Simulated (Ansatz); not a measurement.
The starting structures come from a database of crystals and need not be the phases stable at ambient conditions.

 Where the default PAW files enter, the runs use the earlier of Ansatz's two default sets.

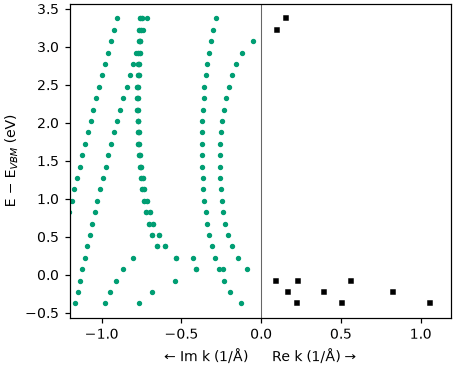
Figure: Complex bands at the centre of the two-dimensional zone; Ansatz (a quantum-chemistry and plane-wave program) with r2SCAN

The gap is the functional's own, uncorrected, and κ follows it; spin-orbit coupling is left out. Mid-gap values are interpolated between the computed energies.

Problem. This is Na2S (Fm-3m, anti-fluorite, not sure to be the ambient phase, 3 atoms a cell, 22.9 Å³ an atom) along the normal of (110). Read off the slowest decay at the centre of the two-dimensional zone at 1.57 eV, the computed energy nearest the middle of the gap.

Solution. κ ≈ 0.26 1/Å, a decay length 1/(2κ) of the density of 1.9 Å.
